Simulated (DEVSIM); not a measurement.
Device: illuminated Si p-on-n cell, one wavelength, at 300 K.

```
layer (left to right)  material  thickness (μm)  Nd (cm⁻³)  Na (cm⁻³)  τn (s)  τp (s)  absorption coefficient (cm⁻¹)
---------------------  --------  --------------  ---------  ---------  ------  ------  -----------------------------
1                            Si          0.0640          -     5.3e18  9.5e-8  8.4e-7                          22000
2                            Si            65.0     5.9e16          -  5.6e-6  5.6e-6                          22000
```

Left contact: ohmic, minority electron recombination velocity 1e6 cm/s. Right contact: ohmic, minority hole recombination velocity 5e5 cm/s. Voltage is applied to the left contact. Recombination: SRH at mid-gap, radiative, Auger. Light enters at the left, 5.7e17 photons cm⁻² s⁻¹, one pass, no reflection. Mobility is μmin + (μ − μmin)/(1 + (N/Nref)^α).

The device is made up for the run: typed textbook-type constants, with dimensions and the other settings drawn at random. Values at 300 K.

```tsv
parameter	Si
gap (eV)	1.124
affinity (eV)	4.05
permittivity	11.7
Nc (cm⁻³)	2.86e19
Nv (cm⁻³)	3.1e19
μn (cm²/Vs)	1417
μp (cm²/Vs)	470
μn,min	52
μp,min	45
Nref,n	9.7e16
Nref,p	2.2e17
αn	0.68
αp	0.72
B (cm³/s)	4.7e-15
Cn (cm⁶/s)	2.8e-31
Cp (cm⁶/s)	9.9e-32
```

Model (solved in DEVSIM): 1D drift-diffusion, Boltzmann statistics, complete ionisation; no tunnelling, impact ionisation, image-force lowering or self-heating.

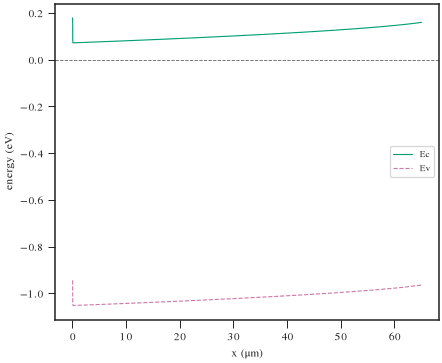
Fig. 1. Band edges at 0.9 V on the left contact, in the dark

Energies count from the Fermi level of the right contact; mesh points crowd at the junctions.

```json
[
 {"x (μm)": "0.000", "Ec (eV)": "0.178", "Ev (eV)": "-0.946", "n (cm⁻³)": "8.5e14", "p (cm⁻³)": "5.3e18", "field (V/cm)": "20"},
 {"x (μm)": "0.01946", "Ec (eV)": "0.178", "Ev (eV)": "-0.946", "n (cm⁻³)": "1.3e15", "p (cm⁻³)": "5.3e18", "field (V/cm)": "≈ 0"},
 {"x (μm)": "0.04072", "Ec (eV)": "0.178", "Ev (eV)": "-0.946", "n (cm⁻³)": "1.8e15", "p (cm⁻³)": "5.3e18", "field (V/cm)": "≈ 0"},
 {"x (μm)": "0.06076", "Ec (eV)": "0.173", "Ev (eV)": "-0.951", "n (cm⁻³)": "2.8e15", "p (cm⁻³)": "4.4e18", "field (V/cm)": "-28000"},
 {"x (μm)": "0.09429", "Ec (eV)": "0.074", "Ev (eV)": "-1.050", "n (cm⁻³)": "1.3e17", "p (cm⁻³)": "9.4e16", "field (V/cm)": "-2500"},
 {"x (μm)": "0.1532", "Ec (eV)": "0.072", "Ev (eV)": "-1.052", "n (cm⁻³)": "1.5e17", "p (cm⁻³)": "8.6e16", "field (V/cm)": "≈ 0"},
 {"x (μm)": "0.2664", "Ec (eV)": "0.072", "Ev (eV)": "-1.052", "n (cm⁻³)": "1.5e17", "p (cm⁻³)": "8.6e16", "field (V/cm)": "≈ 0"},
 {"x (μm)": "0.6426", "Ec (eV)": "0.072", "Ev (eV)": "-1.052", "n (cm⁻³)": "1.4e17", "p (cm⁻³)": "8.6e16", "field (V/cm)": "≈ 0"},
 {"x (μm)": "1.296", "Ec (eV)": "0.073", "Ev (eV)": "-1.051", "n (cm⁻³)": "1.4e17", "p (cm⁻³)": "8.5e16", "field (V/cm)": "≈ 0"},
 {"x (μm)": "2.657", "Ec (eV)": "0.074", "Ev (eV)": "-1.050", "n (cm⁻³)": "1.4e17", "p (cm⁻³)": "8.4e16", "field (V/cm)": "≈ 0"},
 {"x (μm)": "5.494", "Ec (eV)": "0.077", "Ev (eV)": "-1.047", "n (cm⁻³)": "1.4e17", "p (cm⁻³)": "8.1e16", "field (V/cm)": "≈ 0"},
 {"x (μm)": "14.56", "Ec (eV)": "0.085", "Ev (eV)": "-1.039", "n (cm⁻³)": "1.3e17", "p (cm⁻³)": "7.2e16", "field (V/cm)": "≈ 0"},
 {"x (μm)": "30.29", "Ec (eV)": "0.102", "Ev (eV)": "-1.022", "n (cm⁻³)": "1.2e17", "p (cm⁻³)": "5.6e16", "field (V/cm)": "11"},
 {"x (μm)": "48.15", "Ec (eV)": "0.125", "Ev (eV)": "-0.999", "n (cm⁻³)": "9.4e16", "p (cm⁻³)": "3.5e16", "field (V/cm)": "15"},
 {"x (μm)": "58.73", "Ec (eV)": "0.144", "Ev (eV)": "-0.980", "n (cm⁻³)": "7.6e16", "p (cm⁻³)": "1.7e16", "field (V/cm)": "21"},
 {"x (μm)": "62.03", "Ec (eV)": "0.151", "Ev (eV)": "-0.973", "n (cm⁻³)": "6.8e16", "p (cm⁻³)": "9.3e15", "field (V/cm)": "25"},
 {"x (μm)": "63.56", "Ec (eV)": "0.155", "Ev (eV)": "-0.969", "n (cm⁻³)": "6.4e16", "p (cm⁻³)": "5.2e15", "field (V/cm)": "28"},
 {"x (μm)": "64.36", "Ec (eV)": "0.157", "Ev (eV)": "-0.967", "n (cm⁻³)": "6.2e16", "p (cm⁻³)": "2.9e15", "field (V/cm)": "30"},
 {"x (μm)": "64.81", "Ec (eV)": "0.159", "Ev (eV)": "-0.965", "n (cm⁻³)": "6.0e16", "p (cm⁻³)": "1.4e15", "field (V/cm)": "31"},
 {"x (μm)": "64.96", "Ec (eV)": "0.159", "Ev (eV)": "-0.965", "n (cm⁻³)": "6.0e16", "p (cm⁻³)": "9.7e14", "field (V/cm)": "32"},
 {"x (μm)": "65.03", "Ec (eV)": "0.159", "Ev (eV)": "-0.965", "n (cm⁻³)": "6.0e16", "p (cm⁻³)": "7.4e14", "field (V/cm)": "47"},
 {"x (μm)": "65.06", "Ec (eV)": "0.160", "Ev (eV)": "-0.964", "n (cm⁻³)": "5.9e16", "p (cm⁻³)": "6.2e14", "field (V/cm)": "190"}
]
```
